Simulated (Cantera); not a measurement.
Feed: 1 mol FeS₂, 0.89 mol H₂, held at 30.0 mbar.

Method: chemical equilibrium by Gibbs-energy minimisation in Cantera with the NASA 1993 tables (ideal gas, pure condensed phases). Candidate condensed phases: Fe, FeS, FeS₂, S; 8 gas species. FeS: taken at fixed stoichiometry. Kinetics and transport are ignored.

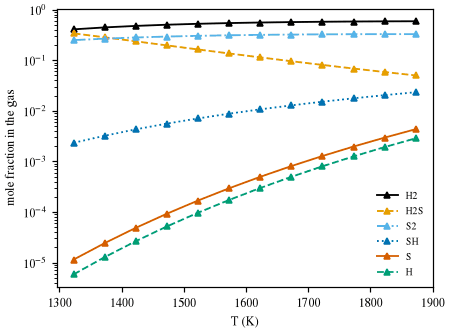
*Equilibrium gas composition (values under 1e-9 drawn at 1e-9)*

Task: Read off the mole fractions at 1323 K.

Result: H₂ about 0.41, H₂S about 0.34, S₂ about 0.25, SH about 0.0023, S about 1.1e-5, H about 5.9e-6.
